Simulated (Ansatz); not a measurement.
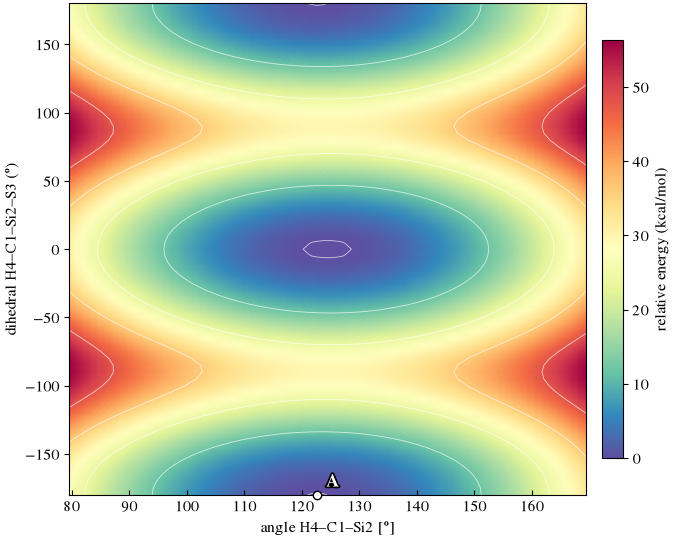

CH3SSi, SMILES C=[SiH][S-], charge −1. The first coordinate is: angle H4–C1–Si2; the second: dihedral H4–C1–Si2–S3. Nothing is relaxed (all other coordinates rigid). The grid has 15 × 15 points; 120 points were computed and 105 follow by symmetry. Points are written as (first, second). All energies are given in kcal/mol relative to the lowest grid point. Computed with RKS PBE0-D4/def2-TZVPD (Ansatz 0.2.0).

The picture shows a smooth colour map with a few white contour lines, the point A. Between grid points the surface is interpolated.

### What is the easiest way out of the well at A, and how high is the barrier?

The easiest path leads from the well at about (123°, −180°) to a well of about the same depth at about (124°, 0°). Its highest point lies about 30 kcal/mol above the bottom of the first well on the interpolated surface, at about (125°, −90°). The start is the relaxed structure and all else is held, so a fully relaxed path at this level can only be lower.

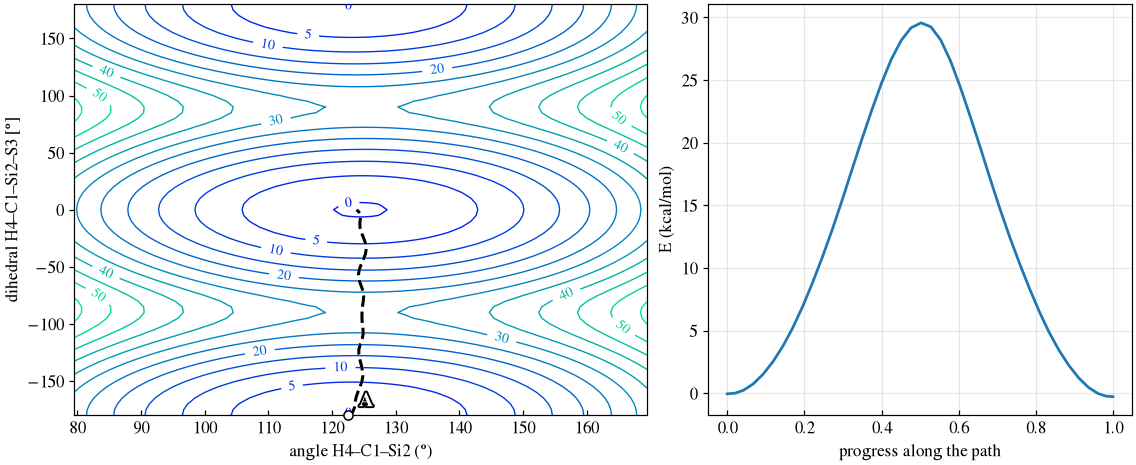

In the figure: contour lines labelled in kcal/mol, a line along the lowest path, the energy along the path at the right. Between grid points the surface is interpolated.
